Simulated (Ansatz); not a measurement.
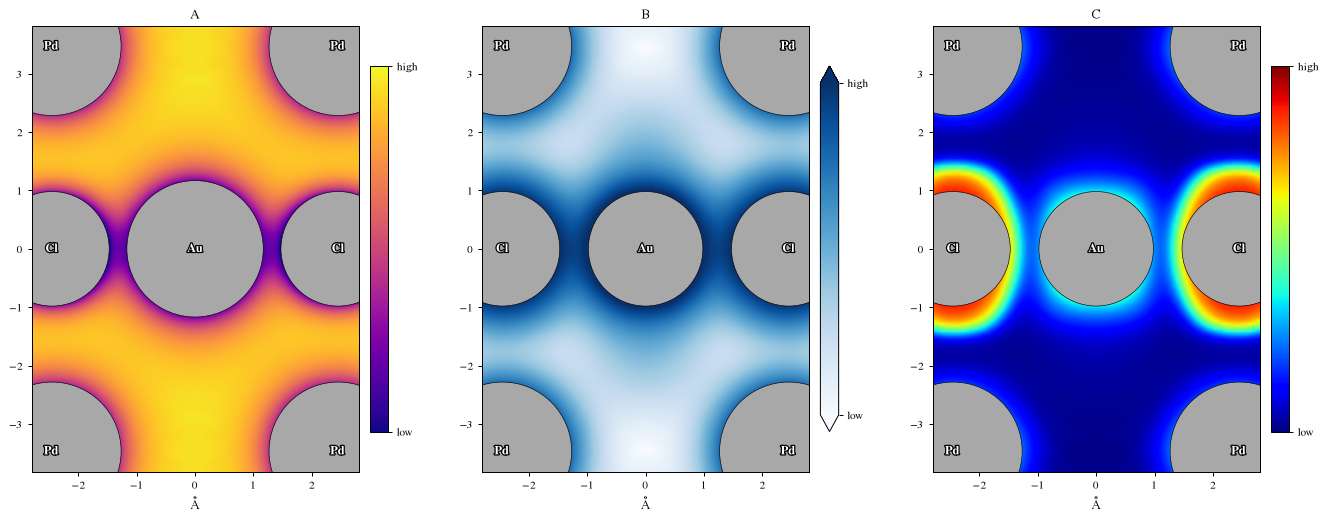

PdAuCl3: 3 fields on the (101̄) plane of the conventional cell, with unlabelled colour scales. Grey discs cover the atomic cores.

Space group Pm-3m; a structure from a database of computed crystals, not necessarily the ambient phase; started from the KZnF3-221 prototype, which need not be the ambient phase.

Theory: Ansatz 0.2.0, DFT, r2SCAN+rVV10, plane waves, PAW.

```
Pd Au Cl
1.0
     4.90294    0.00000    0.00000
     0.00000    4.90294    0.00000
     0.00000    0.00000    4.90294
Pd Au Cl
1 1 3
Direct
  0.00000 0.00000 0.00000
  0.50000 0.50000 0.50000
  0.00000 0.50000 0.50000
  0.50000 0.00000 0.50000
  0.50000 0.50000 0.00000
```

**Which field does each panel show? The fields are: electron localisation function, electrostatic potential energy of an electron and valence pseudo-density.**

Panel A: electrostatic potential energy of an electron (low next to the atoms, rising into the space between them). Panel B: valence pseudo-density. Panel C: electron localisation function. From the grid: Au–Cl (2.45 Å): ρ at the midpoint is about 0.52 e/Å³; the ELF peaks at about 0.80 in the valence shell of Cl, 0.7 Å from its nucleus, and drops to about 0.25 between the two atoms. Pd–Cl (3.47 Å): the density is about 0.06 e/Å³ at the midpoint; the ELF is about 0.05 at the midpoint: no shared electron pair shows on this line.
